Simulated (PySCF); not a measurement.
# BI₃, SMILES `IB(I)I`: electronic structure

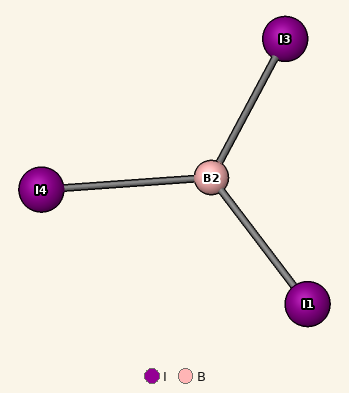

The molecule, with its atoms numbered as below. No frequency check shows the geometry to be a minimum.

Coordinates in Å:

```
I1       1.9097    0.8926    0.0000
B2      -0.0001    0.0000    0.0000
I3      -1.7279    1.2075    0.0000
I4      -0.1818   -2.1001    0.0000
```

Part 1: Bonding charge

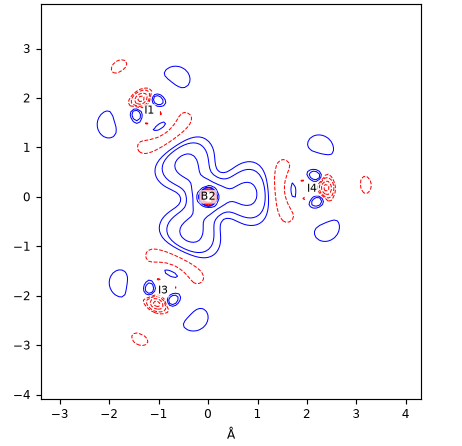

Deformation density (molecule less spherical, spin-averaged free atoms) in the molecular plane; contours at ±0.05 to ±0.8 e/Å³; solid blue lines: gain, dashed red lines: loss.

Method: ωB97X/def2-TZVP; geometry: GFN2-xTB; program: PySCF. Core potentials replace the inner electrons of I; spin–orbit coupling isn't included.

Describe the bonding that the map shows.

Answer. B2–I3, B2–I4 and I1–B2: +0.24 e/Å³ at the bond critical point (bond length 2.11 Å, Mayer order 1.4). In all, 0.9 electrons gather in the regions of gain relative to the promolecule.

Where do the Hirshfeld charges lie?

Answer. The highest Hirshfeld charge is on B2 (+0.01 e), the lowest on I1, I3 and I4 (0.00 e).

Part 2: Bond critical points

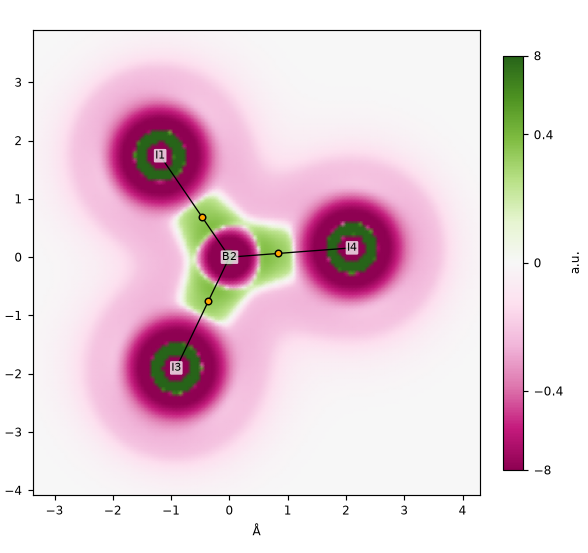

Negative Laplacian of the density (−∇²ρ) in the molecular plane (green positive, pink negative, colour scale in a.u., logarithmic beyond ±0.04), with bond paths and bond critical points (dots).

Sort the bonds in the plane by the sign of ∇²ρ at their critical points.

Answer. Concentrated (∇²ρ < 0): B2–I3, B2–I4 and I1–B2 (−0.19 a.u.). At none is it depleted.

Where along B2–I3 does the critical point lie?

Answer. 0.83 Å from B2 and 1.28 Å from I3.

Part 3: Local ionisation energy

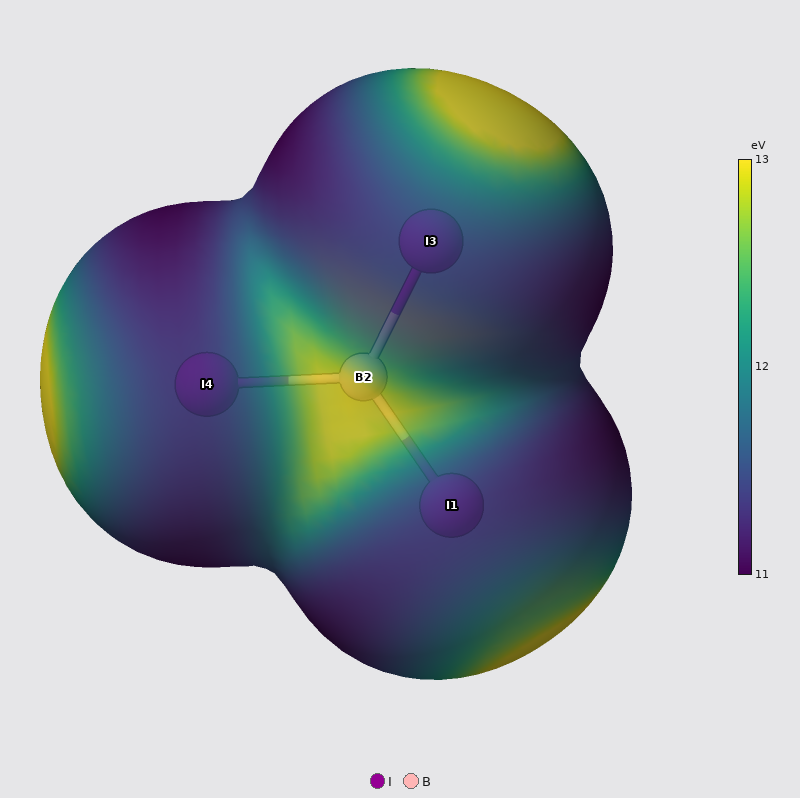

Average local ionisation energy on the surface of electron density 0.001 a.u.

Locate the minima of the map.

Answer. The lowest value is 11.0 eV, 2.4 Å from I3, and at like points elsewhere. For comparison, the highest occupied orbital lies at −9.5 eV.

What volume does the surface enclose, and what is the dipole moment?

Answer. About 164 Å³; the dipole moment is 0.0 D.

Part 4: In an electric field

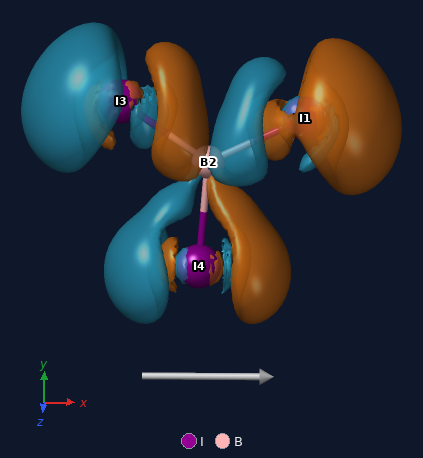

Change of the electron density in a uniform field of 0.21 V/Å along +x (arrow), surfaces at ±0.0015 e/Å³ (light blue: gain, orange: loss).

Computed with PySCF, ωB97X/def2-TZVP, geometry: GFN2-xTB. Core potentials replace the inner electrons of I; spin–orbit coupling isn't included. A basis without diffuse functions makes polarisabilities too small.

What dipole is induced, and what polarisability does it imply?

Answer. The induced dipole is 1.31 D (along the field); α along this axis, from the fields in both directions, is 128 bohr³ (19.0 Å³).

Which atoms gain and lose the most charge?

Answer. Electrons gather most on I3 (Hirshfeld charge changes by −0.034 e) and leave I1 most (+0.038 e); 0.088 electrons are displaced in all.

Part 5: Removing or adding an electron

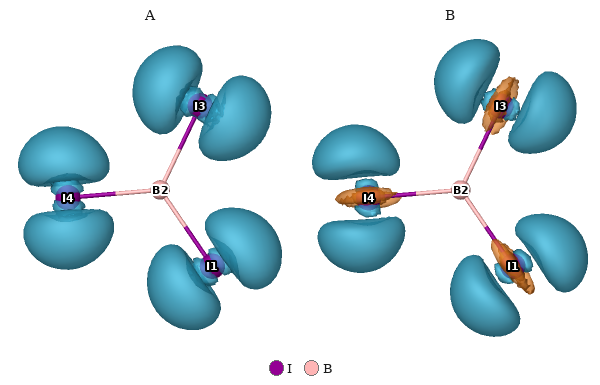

The Fukui function f⁻ from two separate SCF calculations and the density of the HOMO, at ±0.015 e/Å³ (light blue positive, orange negative).

Level of theory: ωB97X/def2-TZVP (PySCF), at a geometry from GFN2-xTB. Core potentials replace the inner electrons of I; spin–orbit coupling isn't included.

Which panel is which, and how good is the frozen-orbital picture?

Answer. B is f⁻ (it has negative regions), A the HOMO density. The HOMO lies on I1, I3 and I4 (33 % each); f⁻ (Hirshfeld-condensed) is largest on I1, I3 and I4 (0.33 each); the vertical ionisation energy is 9.52 eV (the stability of the cation's solution wasn't checked). Relaxation shifts 0 % of the electron between atoms. The orbital energy is −9.52 eV.
